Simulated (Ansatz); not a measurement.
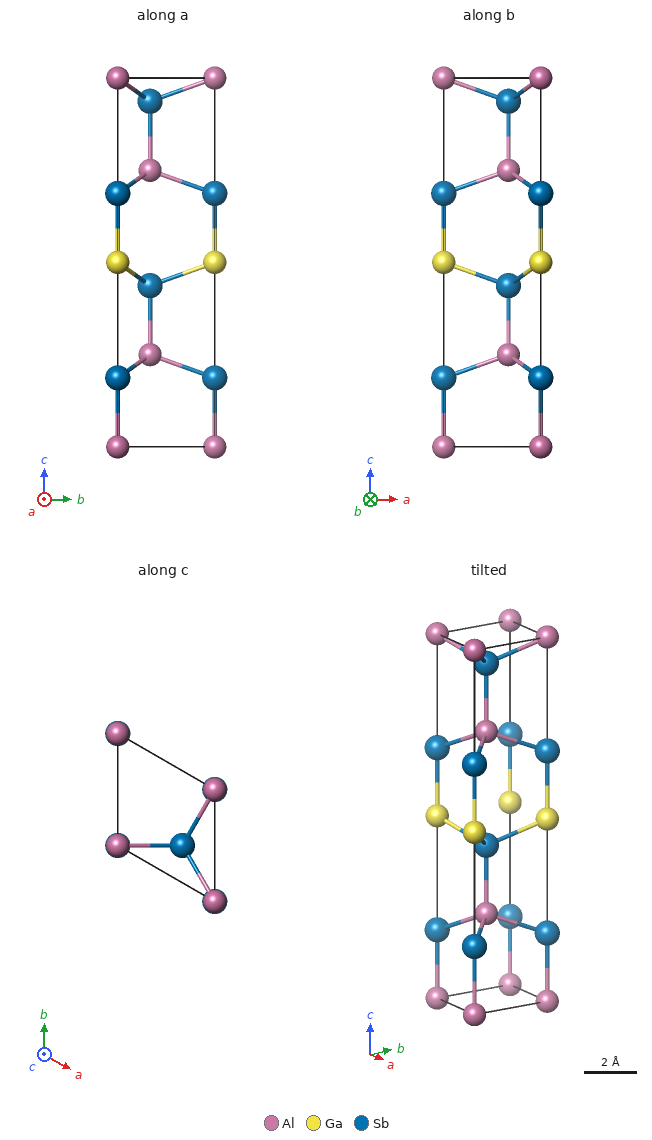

Drawn in the ball-and-stick manner and seen along the a axis, along the b axis, along the c axis and slightly off an axis. The lines enclose the conventional unit cell; boundary atoms appear with their images.

Lattice parameters: a = 4.3867 Å, b = 4.3867 Å, c = 14.4493 Å, α = 90.000°, β = 90.000°, γ = 120.000°.

Set out the cell and atoms as a CIF in P1 with every atom of the cell, with free fractional coordinates to two decimals.

```cif
data_structure
_symmetry_space_group_name_H-M 'P 1'
_symmetry_Int_Tables_number 1
_cell_length_a 4.3867
_cell_length_b 4.3867
_cell_length_c 14.4493
_cell_angle_alpha 90.000
_cell_angle_beta 90.000
_cell_angle_gamma 120.000
_cell_volume 240.80
loop_
_atom_site_label
_atom_site_type_symbol
_atom_site_fract_x
_atom_site_fract_y
_atom_site_fract_z
_atom_site_occupancy
Al1 Al 0.00 0.00 0.00 1
Al2 Al 0.6667 0.3333 0.75 1
Al3 Al 0.6667 0.3333 0.25 1
Ga1 Ga 0.00 0.00 0.50 1
Sb1 Sb 0.00 0.00 0.19 1
Sb2 Sb 0.00 0.00 0.69 1
Sb3 Sb 0.6667 0.3333 0.94 1
Sb4 Sb 0.6667 0.3333 0.44 1
```

The structure comes from a structure type filled with these elements by a generator (whether the compound takes this form wasn't checked). Earlier steps of the study, as a rule a relaxation of our own, may have changed the cell and positions, so they can lie some per cent off the listed ones. It was run through Ansatz as a DFT input.
